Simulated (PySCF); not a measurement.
# triplet C2H4Si: levels of theory compared

Wanted: a comparison of 6 runs (UHF/STO-3G, U-wB97M-V/6-311+G**, U-wB97X/6-311+G**, UB2PLYP/6-311+G**, UB3LYP/6-311+G**, UCAM-B3LYP/6-311+G**) of triplet C2H4Si. Input form: a Python script.

The results are computed with PySCF 2.14.0.

1 further run of the same task is left out (set aside as unsound or not needed). Runs told in other sessions of the task aren't counted.

### 1 The structure to begin with

C2H4Si: 7 atoms, total charge 0, spin state triplet. As SMILES of the parent species, `C#C[SiH3]`. Geometry: relaxed at PBE0-D4/def2-TZVP. That shape belongs to the parent species and isn't relaxed for this state.

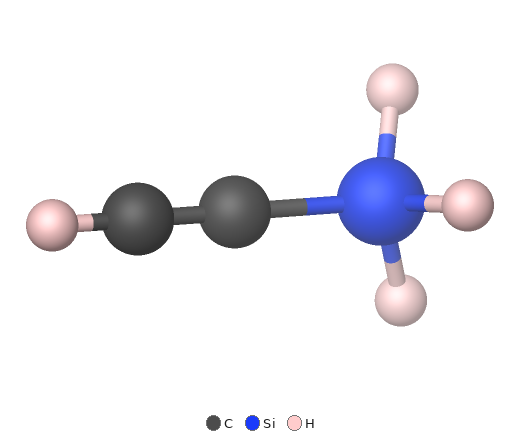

Viewed from a chosen angle; carbon dark grey, silicon blue, hydrogen pink.

### 2 The energy at UHF/STO-3G (run 1)

File calc.py:

```python
from pyscf import gto, scf

mol = gto.Mole()
mol.atom = [
    ('C', (-0.580700, -1.871400, 0.172200)),
    ('C', (-0.218500, -0.726500, 0.062400)),
    ('Si', (0.329800, 1.004300, -0.103800)),
    ('H', (-0.901000, -2.883500, 0.269300)),
    ('H', (-0.094500, 1.528300, -1.425000)),
    ('H', (-0.281700, 1.818100, 0.974900)),
    ('H', (1.807900, 1.062900, 0.004400)),
]
mol.spin = 2
mol.basis = 'sto-3g'
mol.verbose = 4
mol.max_memory = 1860
mol.build()

mf = scf.UHF(mol)
mf.conv_tol = 1e-10
mf.kernel()
if not mf.converged:
    mf = mf.newton().run(mf.mo_coeff, mf.mo_occ)

etot = mf.e_tot
print('Final energy', etot)
```

Launch:

```bash
$ OMP_NUM_THREADS=1 python calc.py
```

Standard output:

```text
PySCF version 2.14.0

[... 40 lines left out ...]
[... the frontier-level lines of each cycle are left out ...]
[... 1 line left out ...]
[... 1 line left out ...]
[... 66 lines left out ...]
converged SCF energy = -362.4455458043  <S^2> = 2.0211739  2S+1 = 3.0140829
Final energy -362.44554580429974
```

Wall time 0.56 s (1 thread of Arm Neoverse V2, shared host); peak memory 0.1 GiB.

### 3 The energy at U-wB97M-V/6-311+G(d,p) (run 2)

File input.py:

```python
from pyscf import gto, dft

system = gto.M(
    atom='''
C     -1.097364    -3.536433     0.325411
C     -0.412905    -1.372886     0.117919
Si     0.623232     1.897852    -0.196154
H     -1.702643    -5.449025     0.508903
H     -0.178579     2.888068    -2.692860
H     -0.532336     3.435711     1.842294
H      3.416436     2.008590     0.008315
''',
    verbose=4,
    max_memory=1860,
    charge=0,
    unit='bohr',
    basis='6-311+g**',
    spin=2,
)

mf = dft.UKS(system)
mf.xc = 'wb97m-v'
mf.nlcgrids.level = 1
mf.conv_tol = 1e-10
mf.grids.level = 5
mf.kernel()
if not mf.converged:
    mf = mf.newton().run(mf.mo_coeff, mf.mo_occ)

e_final = mf.e_tot
print('E(%s) = %.9f' % ('WB97M-V', e_final))
```

Launch:

```bash
$ OMP_NUM_THREADS=1 python input.py
```

Standard output:

```text
PySCF version 2.14.0

[... 64 lines left out ...]
[... the frontier-level lines of each cycle are left out ...]
[... 1 line left out ...]
[... 1 line left out ...]
[... 70 lines left out ...]
converged SCF energy = -367.799694475455  <S^2> = 2.0047838  2S+1 = 3.0031875
E(WB97M-V) = -367.799694475
```

It took 2.5 min on 1 thread of Arm Neoverse V2, shared host; peak memory 0.57 GiB.

Run 3 isn't shown in full; the table further down has it.

### 4 The energy at UB2PLYP/6-311+G(d,p) (run 4)

File input.py:

```python
from pyscf import gto, dft, mp

mol = gto.M(
    atom=[
    ('C', (-0.580700, -1.871400, 0.172200)),
    ('C', (-0.218500, -0.726500, 0.062400)),
    ('Si', (0.329800, 1.004300, -0.103800)),
    ('H', (-0.901000, -2.883500, 0.269300)),
    ('H', (-0.094500, 1.528300, -1.425000)),
    ('H', (-0.281700, 1.818100, 0.974900)),
    ('H', (1.807900, 1.062900, 0.004400)),
],
    spin=2,
    verbose=3,
    max_memory=1860,
    basis='6-311+g**',
)

calc0 = dft.UKS(mol)
calc0.xc = '0.53*HF + 0.47*B88, 0.73*LYP'
calc0.grids.level = 5
calc0.conv_tol = 1e-10
calc0.kernel()
if not calc0.converged:
    calc0 = calc0.newton().run(calc0.mo_coeff, calc0.mo_occ)

pt = mp.MP2(calc0, frozen=7).run()
energy = calc0.e_tot + 0.27 * pt.e_corr
print('PT2 part  %.8f' % (0.27 * pt.e_corr))
print('Final energy', energy)
```

Launch:

```bash
$ OMP_NUM_THREADS=1 python input.py
```

Standard output:

```text
WARN: HOMO -0.0171007806241532 >= LUMO -0.323597452389749

WARN: HOMO -0.125834435155753 >= LUMO -0.14567057692301

WARN: HOMO -0.150218524404352 >= LUMO -0.155429086966734

converged SCF energy = -367.544962861356  <S^2> = 2.0088682  2S+1 = 3.0059063
E(UMP2) = -367.939113203577  E_corr = -0.394150342220752
E(SCS-UMP2) = -367.945006667476  E_corr = -0.400043806120506
PT2 part  -0.10642059
Final energy -367.6513834537554
```

It took 36 s on 1 thread of Arm Neoverse V2, shared host; peak memory 0.51 GiB.

Run 5 isn't shown in full; the table further down has it.

### 5 A single-point energy at UCAM-B3LYP/6-311+G(d,p) (run 6)

File calc.py:

```python
from pyscf import gto, dft

mol = gto.M(
    atom='''
C     -0.580700    -1.871400     0.172200
C     -0.218500    -0.726500     0.062400
Si     0.329800     1.004300    -0.103800
H     -0.901000    -2.883500     0.269300
H     -0.094500     1.528300    -1.425000
H     -0.281700     1.818100     0.974900
H      1.807900     1.062900     0.004400
''',
    spin=2,
    verbose=3,
    basis='6-311+g**',
    max_memory=1860,
)

mf = dft.UKS(mol, xc='cam-b3lyp')
mf.grids.level = 5
mf.conv_tol = 1e-10
mf.kernel()
if not mf.converged:
    mf = mf.newton().run(mf.mo_coeff, mf.mo_occ)

e_final = mf.e_tot
print('Final energy', e_final)
```

Launch:

```bash
$ OMP_NUM_THREADS=1 python calc.py
```

Standard output:

```text
WARN: HOMO -0.031930056675117 >= LUMO -0.33377218505792

WARN: HOMO -0.127322976635185 >= LUMO -0.143814179941472

WARN: HOMO -0.159456163179499 >= LUMO -0.175583859385256

converged SCF energy = -367.829054292648  <S^2> = 2.0057608  2S+1 = 3.003838
Final energy -367.8290542926478
```

Run time: 45 s. Hardware: 1 thread of Arm Neoverse V2, shared host; peak memory 0.52 GiB.

### 6 All runs side by side

```
run                 level  integration grid  nlc grid  energy (Eh)  dipole moment (D)  HOMO energy (eV)  LUMO energy (eV)  wall time
  1            UHF/STO-3G                 –         –  -362.445546               0.15             -3.16              5.00     0.56 s
  2   U-wB97M-V/6-311+G**                 5         1  -367.799694               0.69             -5.19             -3.10    2.5 min
  3     U-wB97X/6-311+G**                 5         –  -367.836358               0.72             -5.40             -2.99       64 s
  4     UB2PLYP/6-311+G**                 5         –  -367.651383               0.72             -4.26             -3.28       36 s
  5      UB3LYP/6-311+G**                 5         –  -367.898627               0.61             -3.05                 –       41 s
  6  UCAM-B3LYP/6-311+G**                 5         –  -367.829054               0.64             -4.50             -4.00       45 s
```

### 7 Results

```
                                 quantity          value
                      run 6: total energy  -367.82905 Eh
                     run 6: dipole moment         0.64 D
run 6: HOMO energy (highest over α and β)       -4.50 eV
 run 6: LUMO energy (lowest over α and β)       -4.00 eV
                              run 6: ⟨S²⟩          2.006
```

In words: The dipole moment (its size) runs from 0.15 D (UHF/STO-3G) to 0.72 D (U-wB97X/6-311+G**). The two ends differ in method and basis. The two dipoles point in opposite directions. Totals of different functionals can't be ranked against each other. In run 1 the basis is minimal, so the values are rough. All runs together took 5.6 min, the longest 2.5 min.
